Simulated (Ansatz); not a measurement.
**EuSn: how the settings move a single-point run**

How sensitive is a single-point run of EuSn to its settings? A reference run comes first, then one run with altered input.

Computed with Ansatz 0.2.0 (reference: DFT, LDA, PAW with Ansatz's default frozen-core files, scalar-relativistic, unless a step's input says otherwise).

### Step 1. Starting point

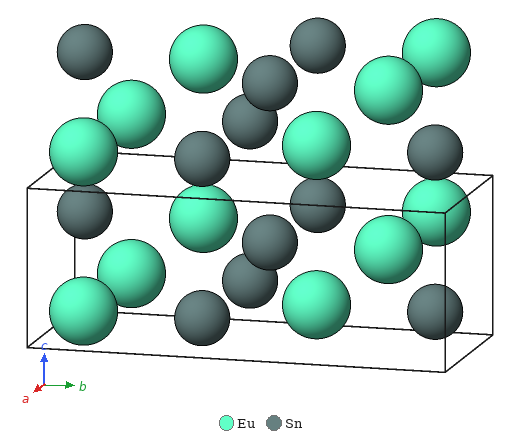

Start, viewed slightly off an axis; europium green, tin teal. 1×1×2 cells are drawn. The cell drawn here is the conventional one.

As a file:

```cif
data_structure
_symmetry_space_group_name_H-M 'Cmcm'
_symmetry_Int_Tables_number 63
_cell_length_a 4.9306
_cell_length_b 11.8420
_cell_length_c 4.4564
_cell_angle_alpha 90.000
_cell_angle_beta 90.000
_cell_angle_gamma 90.000
_cell_volume 260.20
loop_
_atom_site_label
_atom_site_type_symbol
_atom_site_symmetry_multiplicity
_atom_site_Wyckoff_symbol
_atom_site_fract_x
_atom_site_fract_y
_atom_site_fract_z
_atom_site_occupancy
Eu1 Eu 4 c 0.00000 0.13523 0.75000 1
Sn1 Sn 4 c 0.50000 0.08094 0.25000 1
```

### Step 2. The reference run

The input, input.yaml:

```yaml
crystal:
  lattice:
    - [2.4652846064, -5.9210169305, 0.0]
    - [2.4652846064, 5.9210169305, 0.0]
    - [0.0, 0.0, 4.45639327]
  atoms:
    - { symbol: Eu, position: [0.86476773, 0.13523227, 0.25], spin: 7.0 }
    - { symbol: Eu, position: [0.13523227, 0.86476773, 0.75], spin: 7.0 }
    - { symbol: Sn, position: [0.41906496, 0.58093504, 0.75] }
    - { symbol: Sn, position: [0.58093504, 0.41906496, 0.25] }
magnetization:
  spin_polarized: true
kpoints:
  mp_grid: { grid: [7, 7, 7] }
scf:
  occupations: { method: fermi_dirac, width: 0.1 }
hamiltonian:
  xc: lda
  pseudopotentials: { kind: paw }
output:
  forces: true
  stress: true
  eigenvalues: true
  populations: true
  write_density: true
  write_potential: true
  elf: true
  volumetric_format: npy
```

Run with:

```sh
$ ansatz run input.yaml --threads 2 --pin off --max-ram 6144MiB --backend cpu --events-out ev --progress --plain --runs-dir out
```

From the output:

```text
[...]
Basis set: ecut = 420 eV, 2521 PW (Γ)
[...]
Magnetic group: BNS 63.457 (UNI 555), of the structure as read, at distance tolerance 5.1e-5 Å
k-points: 64 of 343
[...]
SCF iter   1: F=—  HF=-28892.170728 eV  |F-HF|=—  |Δ(HF+E_count)|=         —  Δρ=3.55e-2 (↑3.55e-2 ↓1.74e-2)  dr2=1.03e0  dr2_m=7.04e-1  M=13.851 μB ∫|m|=13.940 μB  β_m=0.30  ethr=1.66e-3  ⟨swp⟩=1.0  Hψ=29896  notcnv=0
[...]
preconditioner: auto → Kerker (q_TF=auto, 2.411 Å⁻¹)  [metal: Δε(μ)=0.026 eV  Ē_g=15.206 eV  σ=0.100 eV  W_gap=0.07  n_scr=26 (ndim 8)  ℏωp=24.8 eV  f_vac=0.000  D(μ)=8.79/eV (n_scr^D=100)]
[...]
SCF iter   2: F=—  HF=-28892.466137 eV  |F-HF|=—  |Δ(HF+E_count)|=   2.95e-1  Δρ=2.21e-2 (↑2.21e-2 ↓1.25e-2)  dr2=5.36e-1  dr2_m=2.92e-1  M=13.845 μB ∫|m|=13.934 μB  β_m=0.48  ethr=1.66e-3  ⟨swp⟩=2.8  Hψ=9800  notcnv=0
[...]
SCF iter  12: F=—  HF=-28893.347278 eV  |F-HF|=—  |Δ(HF+E_count)|=   1.84e-9  Δρ=2.26e-6 (↑2.26e-6 ↓3.78e-7)  dr2=7.53e-9  dr2_m=1.58e-9  M=14.135 μB ∫|m|=14.235 μB  β_m=0.98  ethr=2.30e-11  ⟨swp⟩=2.0  Hψ=9681  notcnv=0  defer=53
SCF iter  13: F=-28893.347278 eV  HF=-28893.347278 eV  |F-HF|=8.77e-8  |Δ(HF+E_count)|=   1.50e-8  Δρ=8.28e-6 (↑8.28e-6 ↓4.01e-7)  dr2=8.49e-8  dr2_m=2.04e-8  M=14.135 μB ∫|m|=14.234 μB  ethr=1.21e-11  ⟨swp⟩=8.6  Hψ=38724  notcnv=0
[...]
SCF converged after 13 iterations
Magnetization: 14.1354 μB (38.0677 up, 23.9323 down)
[...]
Free energy (F): -28893.347278 eV
[...]
E sigma→0 (E₀):  -28893.253649 eV
[...]
Fermi energy:    9.982212 eV
[...]
  P = ⅓ Tr σ = -4.1122 GPa (-41.122 kbar)
[...]
```

Run time: 40 s. Hardware: 2 threads of Arm Neoverse V2, shared host; peak memory 0.74 GiB.

### Step 3. Variant: starting moments, chi_scale 0.3, hubbard.sites [{species: Eu, l: f, u_eff: 1.0}], hubbard.double_counting fll

The input, input.yaml:

```yaml
crystal:
  lattice:
    - [2.4652846064, -5.9210169305, 0.0]
    - [2.4652846064, 5.9210169305, 0.0]
    - [0.0, 0.0, 4.45639327]
  atoms:
    - { symbol: Eu, position: [0.86476773, 0.13523227, 0.25], spin: 7.0 }
    - { symbol: Eu, position: [0.13523227, 0.86476773, 0.75], spin: 7.0 }
    - { symbol: Sn, position: [0.41906496, 0.58093504, 0.75], spin: 3.0 }
    - { symbol: Sn, position: [0.58093504, 0.41906496, 0.25], spin: 3.0 }
magnetization:
  spin_polarized: true
kpoints:
  mp_grid: { grid: [7, 7, 7] }
scf:
  occupations: { method: fermi_dirac, width: 0.1 }
  initial_density: { chi_scale: 0.3 }
hamiltonian:
  xc: lda
  pseudopotentials: { kind: paw }
  hubbard: { sites: [{ species: Eu, l: f, u_eff: 1.0 }], double_counting: fll }
output:
  forces: true
  stress: true
  eigenvalues: true
  populations: true
```

Run with:

```sh
$ ansatz run input.yaml --threads 2 --pin off --max-ram 6144MiB --backend cpu --events-out ev --progress --plain --runs-dir out
```

Log:

```text
Eu: projections on atomic orbitals take those of the free atom [Kr 4d10] 4f7 5s2 5p6 5d0 6s2, of charge +0.00 (hamiltonian.pseudopotentials.projection_atoms); the dataset's partial waves leave at most 1.0e-3 of an orbital's norm unspanned inside its sphere
Sn: projections on atomic orbitals take those of the free atom [Kr] 4d10 5s2 5p2, of charge +0.00 (hamiltonian.pseudopotentials.projection_atoms); the dataset's partial waves leave at most 5.0e-6 of an orbital's norm unspanned inside its sphere
Engine: ansatz 0.2.0
Pseudopotentials: kind: paw
Pseudopotential: Eu, paw, valence charge 17, recommended cutoff 420 eV (normal)
Pseudopotential: Sn, paw, valence charge 14, recommended cutoff 420 eV (normal)
Functional definition: SPW92
  exchange = slater_x
  correlation = pw_c
Crystal: 4 atoms, lattice volume = 130.100 Å³
Basis set: ecut = 420 eV, 2521 PW (Γ)
Bands: 50, of which v1, the nominal top of the filled ones, is band 31 counted from 1 (30 counted from 0)
Symmetry: 8 space group operations
Space group: Cmcm (ITA 63), of the structure as read, at distance tolerance 5.1e-5 Å
Magnetic group: BNS 63.457 (UNI 555), of the structure as read, at distance tolerance 5.1e-5 Å
k-points: 64 of 343
Non-local potential: Eu, projectors of the file, l = 0: 3, l = 1: 2, l = 2: 2, l = 3: 3
Non-local potential: Sn, projectors of the file, l = 0: 2, l = 1: 2, l = 2: 2, l = 3: 2
PAW form: soft (Blöchl's): semilocal exchange-correlation on the pseudo side does not see the compensation charge
PAW frozen core: Eu, regenerated for the run's functional, and the local potential with it (the file was generated under x = pbe(κ = 0.804, μ = 0.2195149727645171), c = pbe(β = 0.06672455060314922))
PAW frozen core: Sn, regenerated for the run's functional, and the local potential with it (the file was generated under x = pbe(κ = 0.804, μ = 0.2195149727645171), c = pbe(β = 0.06672455060314922))
PAW one-centre angular grid: Eu, 590 points (default); XC on 64 Gauss nodes
PAW one-centre angular grid: Sn, 590 points (default); XC on 64 Gauss nodes
Initial density: superposition of atomic densities (chi_scale 0.3, normalization cell)
Starting moments: Σ|m| = 20 μB on 4 of 4 sites
Initial wavefunctions: pseudopotential atomic-orbital guess
Functional: x = slater, c = lda
SCF iter   1: F=—  HF=-28887.719081 eV  |F-HF|=—  |Δ(HF+E_count)|=         —  Δρ=2.75e-1 (↑2.75e-1 ↓2.12e-1)  dr2=5.77e0  dr2_m=7.05e1  M=15.040 μB ∫|m|=15.041 μB  β_m=0.30  ethr=3.10e-3  ⟨swp⟩=7.2  Hψ=27408  notcnv=0
preconditioner: auto → Kerker (q_TF=auto, 2.411 Å⁻¹)  [metal: Δε(μ)=0.012 eV  Ē_g=15.064 eV  σ=0.100 eV  W_gap=0.03  n_scr=26 (ndim 8)  ℏωp=24.8 eV  f_vac=0.000  D(μ)=2.58/eV (n_scr^D=12)]
spin=Collinear: Kerker preconditioning applied to the charge; magnetization (m = ρ↑ − ρ↓) channel mixes plain (no charge-response kernel on spin).
SCF iter   2: F=—  HF=-28890.187057 eV  |F-HF|=—  |Δ(HF+E_count)|=    2.47e0  Δρ=1.81e-1 (↑1.81e-1 ↓1.52e-1)  dr2=1.63e0  dr2_m=3.28e1  M=14.728 μB ∫|m|=14.736 μB  β_m=0.30  ethr=3.10e-3  ⟨swp⟩=3.5  Hψ=15436  notcnv=0  defer=340
SCF iter   3: F=—  HF=-28891.706259 eV  |F-HF|=—  |Δ(HF+E_count)|=    1.52e0  Δρ=1.11e-1 (↑9.17e-2 ↓1.11e-1)  dr2=7.95e-1  dr2_m=1.21e1  M=14.345 μB ∫|m|=14.354 μB  β_m=0.30  ethr=2.63e-3  ⟨swp⟩=3.3  Hψ=12594  notcnv=0  defer=349
SCF iter   4: F=—  HF=-28894.084687 eV  |F-HF|=—  |Δ(HF+E_count)|=    2.38e0  Δρ=1.31e-1 (↑1.31e-1 ↓7.24e-2)  dr2=4.66e0  dr2_m=1.21e1  M=14.581 μB ∫|m|=14.621 μB  β_m=0.30  ethr=1.28e-3  ⟨swp⟩=3.7  Hψ=17671  notcnv=0  defer=345
SCF iter   5: F=—  HF=-28892.928269 eV  |F-HF|=—  |Δ(HF+E_count)|=    1.16e0  Δρ=6.86e-2 (↑6.86e-2 ↓5.52e-2)  dr2=3.62e-1  dr2_m=4.54e0  M=14.483 μB ∫|m|=14.520 μB  β_m=0.30  ethr=1.28e-3  ⟨swp⟩=3.7  Hψ=17136  notcnv=0  defer=304
SCF iter   6: F=—  HF=-28893.243684 eV  |F-HF|=—  |Δ(HF+E_count)|=   3.15e-1  Δρ=6.11e-2 (↑6.11e-2 ↓3.76e-2)  dr2=8.25e-1  dr2_m=2.86e0  M=14.452 μB ∫|m|=14.508 μB  β_m=0.30  ethr=5.85e-4  ⟨swp⟩=2.1  Hψ=9764  notcnv=0  defer=355
SCF iter   7: F=—  HF=-28893.137127 eV  |F-HF|=—  |Δ(HF+E_count)|=   1.07e-1  Δρ=2.77e-2 (↑1.47e-2 ↓2.77e-2)  dr2=5.45e-1  dr2_m=4.50e-1  M=14.122 μB ∫|m|=14.173 μB  β_m=0.30  ethr=5.85e-4  ⟨swp⟩=3.6  Hψ=16160  notcnv=0  defer=361
SCF iter   8: F=—  HF=-28893.129354 eV  |F-HF|=—  |Δ(HF+E_count)|=   7.77e-3  Δρ=2.65e-2 (↑2.65e-2 ↓2.01e-2)  dr2=5.86e-2  dr2_m=6.44e-1  M=14.327 μB ∫|m|=14.396 μB  β_m=0.30  ethr=5.85e-4  ⟨swp⟩=2.6  Hψ=10577  notcnv=0  defer=377
Mixer restart at iter 8: flushing history
spin-set hold released at iteration 8 (site moments contracting): the magnetisation degrees of freedom join the quasi-Newton model from the next iteration; the mixer history was flushed
SCF iter   9: F=—  HF=-28893.141950 eV  |F-HF|=—  |Δ(HF+E_count)|=   1.26e-2  Δρ=1.42e-2 (↑9.84e-3 ↓1.42e-2)  dr2=3.76e-2  dr2_m=1.68e-1  M=14.217 μB ∫|m|=14.290 μB  β_m=0.40  ethr=9.45e-5  ⟨swp⟩=2.7  Hψ=10467  notcnv=0  defer=383
SCF iter  10: F=—  HF=-28893.183706 eV  |F-HF|=—  |Δ(HF+E_count)|=   4.18e-2  Δρ=1.95e-2 (↑1.95e-2 ↓7.01e-3)  dr2=1.95e-1  dr2_m=2.05e-1  M=14.327 μB ∫|m|=14.419 μB  β_m=0.23  ethr=6.06e-5  ⟨swp⟩=2.5  Hψ=12787  notcnv=0  defer=386  recentre
SCF iter  11: F=—  HF=-28893.153321 eV  |F-HF|=—  |Δ(HF+E_count)|=   3.04e-2  Δρ=5.36e-3 (↑5.12e-3 ↓5.36e-3)  dr2=8.75e-4  dr2_m=3.27e-2  M=14.232 μB ∫|m|=14.322 μB  β_m=0.39  ethr=6.06e-5  ⟨swp⟩=2.4  Hψ=11926  notcnv=0  defer=390
SCF iter  12: F=—  HF=-28893.156193 eV  |F-HF|=—  |Δ(HF+E_count)|=   2.87e-3  Δρ=4.44e-4 (↑4.44e-4 ↓1.92e-4)  dr2=5.33e-4  dr2_m=6.22e-5  M=14.222 μB ∫|m|=14.321 μB  β_m=0.70  ethr=1.41e-6  ⟨swp⟩=2.0  Hψ=12179  notcnv=0  defer=387
SCF iter  13: F=—  HF=-28893.156187 eV  |F-HF|=—  |Δ(HF+E_count)|=   6.31e-6  Δρ=3.88e-4 (↑3.88e-4 ↓9.48e-5)  dr2=3.30e-4  dr2_m=4.17e-5  M=14.220 μB ∫|m|=14.319 μB  β_m=0.85  ethr=8.59e-7  ⟨swp⟩=1.0  Hψ=6012  notcnv=0  defer=387
SCF iter  14: F=—  HF=-28893.156156 eV  |F-HF|=—  |Δ(HF+E_count)|=   3.08e-5  Δρ=1.92e-4 (↑1.92e-4 ↓3.00e-5)  dr2=4.69e-5  dr2_m=1.09e-5  M=14.215 μB ∫|m|=14.314 μB  β_m=0.92  ethr=5.33e-7  ⟨swp⟩=1.7  Hψ=7445  notcnv=0  defer=387
SCF iter  15: F=—  HF=-28893.156155 eV  |F-HF|=—  |Δ(HF+E_count)|=   1.20e-6  Δρ=7.57e-5 (↑7.57e-5 ↓1.55e-5)  dr2=9.03e-6  dr2_m=1.43e-6  M=14.216 μB ∫|m|=14.315 μB  β_m=0.83  ethr=7.57e-8  ⟨swp⟩=1.0  Hψ=6192  notcnv=0  defer=390
SCF iter  16: F=—  HF=-28893.156153 eV  |F-HF|=—  |Δ(HF+E_count)|=   1.47e-6  Δρ=4.30e-5 (↑4.30e-5 ↓5.06e-6)  dr2=2.07e-6  dr2_m=5.77e-7  M=14.217 μB ∫|m|=14.316 μB  β_m=0.91  ethr=1.46e-8  ⟨swp⟩=2.5  Hψ=10104  notcnv=0  defer=390
SCF iter  17: F=—  HF=-28893.156153 eV  |F-HF|=—  |Δ(HF+E_count)|=   1.11e-8  Δρ=2.47e-5 (↑2.47e-5 ↓2.17e-6)  dr2=7.44e-7  dr2_m=1.79e-7  M=14.217 μB ∫|m|=14.316 μB  β_m=0.96  ethr=3.33e-9  ⟨swp⟩=1.0  Hψ=6000  notcnv=0  defer=390
SCF iter  18: F=-28893.156153 eV  HF=-28893.156153 eV  |F-HF|=2.28e-9  |Δ(HF+E_count)|=   5.85e-8  Δρ=1.30e-6 (↑1.30e-6 ↓4.59e-7)  dr2=2.92e-9  dr2_m=5.81e-10  M=14.217 μB ∫|m|=14.316 μB  ethr=1.61e-10  ⟨swp⟩=11.5  Hψ=27110  notcnv=0
SCF 1 converged in 18 iterations: F = -28893.156153 eV  dr2 = 2.92e-9
SCF converged after 18 iterations
Magnetization: 14.2167 μB (38.1084 up, 23.8916 down)
Absolute magnetization: 14.3161 μB (∫|ρ↑−ρ↓|, with the PAW one-centre terms)
Spin contamination: 0.0427 ħ² per cell (⟨S²⟩ above its minimum at these occupations)
Per-site moments (μB) at R_I (Å): [(6.866465507550331, 1.3864769844084703), (6.8664655075503305, 1.3864769844084703), (-0.016412326865976497, 1.2124451153286642), (-0.016412326865977944, 1.2124451153286642)]
Free energy (F): -28893.156153 eV
Harris-Foulkes:  -28893.156153 eV  (|F-HF|=2.28e-9)
Internal energy: -28893.023014 eV  (E = F + TS)
E sigma→0 (E₀):  -28893.089584 eV
Entropy (-TS):   -0.133139 eV (-33.285 meV/atom)
Fermi energy:    9.938541 eV
--- Per-component energies (eV) ---
  E_band       = -234.348771
  E_kinetic    = 1081.356374
  E_local      = -6003.720958  (includes V_loc(G=0)·N_el)
  E_nonlocal   = 903.447120
  E_hartree    = 2780.793328
  E_xc         = -1108.994102
  E_vxc        = -601.870767  (∫ρ·V_xc dr)
  E_hubbard    = 0.157934  (on-site DFT+U / exact-exchange correction)
  E_vhub       = -6.548027  (the Hubbard potential's part of the band-sum identity)
  E_paw        = -20369.755274  (= ΣΔE_a)
  E_vpaw       = -1168.596726  (= ΣTr[D̂ρ^β])
  E_aug_tail   = -0.000001  (compensation charges beyond the density's cutoff)
  E_ewald      = -6179.427009
  E_core_change = 3.119573  (= ΣΔE_core)
  E_smearing   = -0.133139  (= −TS)
  E_closure    = 0.000000  (closes the sum)
  Σ components = -28893.156153   (vs F -28893.156153, Δ=0.00e0)
--- Forces (eV/Å), atoms counted from 1 ---
  atom   1  Eu    -0.00000000    -0.07253783     0.00000000
  atom   2  Eu     0.00000000     0.07253783     0.00000000
  atom   3  Sn    -0.00000000     0.02786936     0.00000000
  atom   4  Sn     0.00000000    -0.02786936     0.00000000
  max |Σ_I F_I| component: 2.43e-17 eV/Å
--- Stress (GPa, compression-positive) ---
       -3.978821      -0.000000      -0.000000
       -0.000000      -3.391146       0.000000
       -0.000000       0.000000      -3.494403
  P = ⅓ Tr σ = -3.6215 GPa (-36.215 kbar)
--- Band table (eV; the first three rows and the last of 128) ---
  k-point 0 ↑: bands = ["-31.1906", "-31.1736", "-11.1335", "-11.0326", "-10.9413", "-10.9404", "-10.8905", "-10.8683", "-10.8469", "-10.8441", "-10.7843", "-10.7719", "-10.0923", "-9.9844", "-9.9783", "-9.9749", "-9.8917", "-9.8716", "0.7672", "4.2863", "7.7375", "8.3628", "8.7115", "9.2879", "9.3050", "9.3531", "9.3797", "9.4034", "9.4106", "9.4187", "9.4209", "9.4283", "9.4370", "9.4683", "9.4814", "9.5491", "9.6784", "9.7663", "10.6729", "10.7743", "11.5565", "12.3885", "12.5954", "12.7742", "13.0419", "13.0613", "13.6139", "13.6310", "14.4862", "15.2691"]
  k-point 1 ↑: bands = ["-31.1895", "-31.1741", "-11.1250", "-11.0208", "-10.9551", "-10.9466", "-10.9025", "-10.8760", "-10.8428", "-10.8366", "-10.7873", "-10.7770", "-10.0819", "-9.9817", "-9.9732", "-9.9698", "-9.9001", "-9.8882", "0.9350", "4.2619", "7.8292", "7.8813", "8.3472", "9.2635", "9.3146", "9.3295", "9.3832", "9.3984", "9.4020", "9.4084", "9.4363", "9.4370", "9.4516", "9.4522", "9.4668", "9.4709", "9.5312", "10.3262", "10.5544", "10.6045", "11.4093", "11.8816", "12.7139", "12.9761", "13.1096", "13.1913", "14.2260", "14.4555", "14.4865", "15.2718"]
  k-point 2 ↑: bands = ["-31.1864", "-31.1758", "-11.0993", "-10.9903", "-10.9756", "-10.9699", "-10.9334", "-10.8940", "-10.8360", "-10.8231", "-10.7944", "-10.7889", "-10.0534", "-9.9940", "-9.9503", "-9.9497", "-9.9274", "-9.9243", "1.4248", "3.9497", "7.0664", "8.2011", "8.3462", "9.1158", "9.1605", "9.3491", "9.3838", "9.3905", "9.3918", "9.4154", "9.4368", "9.4398", "9.4539", "9.4588", "9.4652", "9.4673", "9.4942", "9.7175", "9.9296", "10.4746", "11.6022", "11.9285", "13.0471", "13.2852", "13.3858", "13.5488", "14.6388", "15.1621", "15.3475", "15.4077"]
  k-point 63 ↓: bands = ["-28.2486", "-28.2467", "-11.0604", "-11.0135", "-10.9541", "-10.9510", "-10.9392", "-10.9137", "-10.8304", "-10.8257", "-10.7940", "-10.7936", "-7.9311", "-7.9164", "-7.7599", "-7.7343", "-7.6557", "-7.6402", "2.5198", "3.4151", "6.6029", "7.3999", "9.0500", "9.4025", "10.7084", "11.1331", "12.4274", "12.6044", "12.9653", "13.0290", "13.7304", "14.2437", "14.5899", "14.7873", "14.8631", "14.8921", "14.9157", "14.9209", "14.9322", "14.9325", "14.9659", "14.9779", "14.9796", "14.9828", "15.1360", "15.2265", "15.3473", "15.6443", "16.9547", "17.3962"]
Occupation matrices written to <dir>
--- Löwdin populations: 4 sites ---
  site symbol       q [e]    m [muB]
     0     Eu     16.8499     7.1234
     1     Eu     16.8499     7.1234
     2     Sn     14.1129    -0.0234
     3     Sn     14.1129    -0.0234
  spilling = 0.001199 (of n_electrons = 62.000000)
```

Wall time 45 s (2 threads of Arm Neoverse V2, shared host); peak memory 1 GiB.

Changing the spin start, start and Hubbard U moves the energy by +47.8 meV/atom, and the pressure goes from -4.1 to -3.6 GPa, the absolute moment goes from 14.23 to 14.32 μB and the largest force goes from 0.10 to 0.07 eV/Å. The U term adds an energy of its own, so the shift says nothing about which run is better.

### Step 4. Side by side

| run | ending | energy change | pressure (GPa) | abs. moment (μB) | force (eV/Å) | cycles | time |
| --- | --- | --- | --- | --- | --- | --- | --- |
| reference | converged | 0 | -4.1 | 14.23 | 0.10 | 13 | 40 s |
| 1: starting moments, chi_scale 0.3, hubbard.sites [{species: Eu, l: f, u_eff: 1.0}], hubbard.double_counting fll | converged | +47.8 meV/atom (U changed: no physical gain or loss) | -3.6 | 14.32 | 0.07 | 18 | 45 s |

Times don't compare one to one where runs were asked for different outputs or read a saved state (see the inputs); cycles may leave out searches for a lower state.

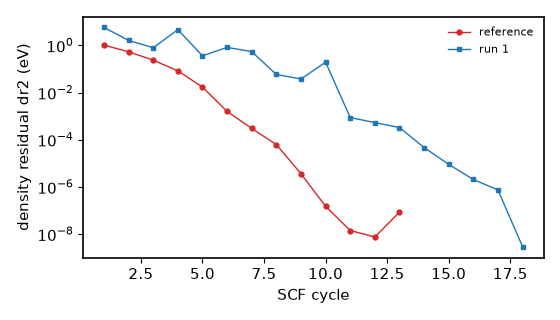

Residual by cycle in the longest SCF loop of each run; runs are numbered as in the table.

**Reading.** Changing the spin start, start and Hubbard U moves the energy by +47.8 meV/atom, and the pressure goes from -4.1 to -3.6 GPa, the absolute moment goes from 14.23 to 14.32 μB and the largest force goes from 0.10 to 0.07 eV/Å. The U term adds an energy of its own, so the shift says nothing about which run is better. A changed U is a change of model: its shifts are not errors of convergence.
